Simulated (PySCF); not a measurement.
SMILES C#CC[SiH2]c1ccco1 at its GFN2-xTB optimised geometry (Å):

```
17

C     -2.0939    -3.6854    -0.0166
C     -1.3226    -2.7699    -0.0219
C     -0.4083    -1.6569    -0.0297
Si    -1.3363     0.0149     0.0034
C     -0.0267     1.3554     0.0000
C      1.3439     1.3554     0.0000
C      1.7546     2.7062     0.0000
C      0.6065     3.4383    -0.0009
O     -0.4667     2.6379    -0.0003
H     -2.7580    -4.4969    -0.0113
H      0.2510    -1.7393     0.8376
H      0.2168    -1.7235    -0.9233
H     -2.1853     0.1452    -1.1863
H     -2.1502     0.1158     1.2205
H      1.9791     0.4926     0.0000
H      2.7580     3.0806    -0.0001
H      0.4338     4.4969    -0.0016
```

Method: CAM-B3LYP/def2-SVP in PySCF. Cells within 0.4 Å of a nucleus heavier than hydrogen are left out (blank, or x).

Map of the electrostatic potential (hartree/e), clipped to [-0.08, 0.12] on the plane z = 0.0 Å:

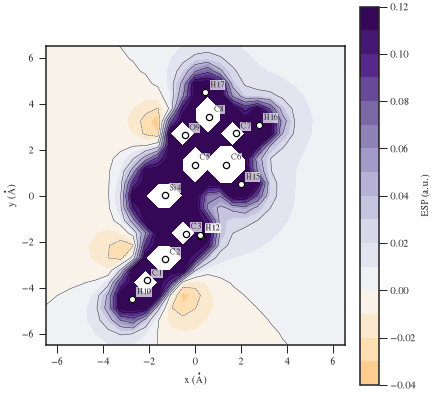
Figure: Electrostatic potential (hartree/e), clipped to [-0.08, 0.12] on the plane z = 0.0 Å.
